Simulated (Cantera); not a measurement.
Charge: 1 mol trisilylamine, 3.2 mol N2, at 0.000140 bar.

Equilibrium computed with Cantera from the NASA thermochemical tables; the gas is ideal and each condensed phase is pure. Candidate condensed phases: Si, Si3N4; 18 gas species. The feed counts by its element totals alone. The tables' values for SiN are old estimates; treat these amounts as uncertain. Gases not in the tables: Si2H6 and higher silanes. Rates play no part.

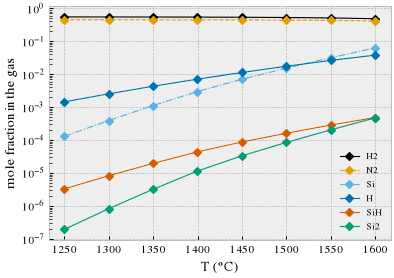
Figure. Equilibrium gas composition (values under 1e-9 drawn at 1e-9)

From 1250 °C to 1400 °C the condensed part is Si(s). From 1450 °C to 1600 °C the condensed part is Si(l). The main Si-bearing gas is Si throughout. The share of Si in condensed phases is highest at 1250 °C (100.0 %) and lowest at 1600 °C (80.5 %).
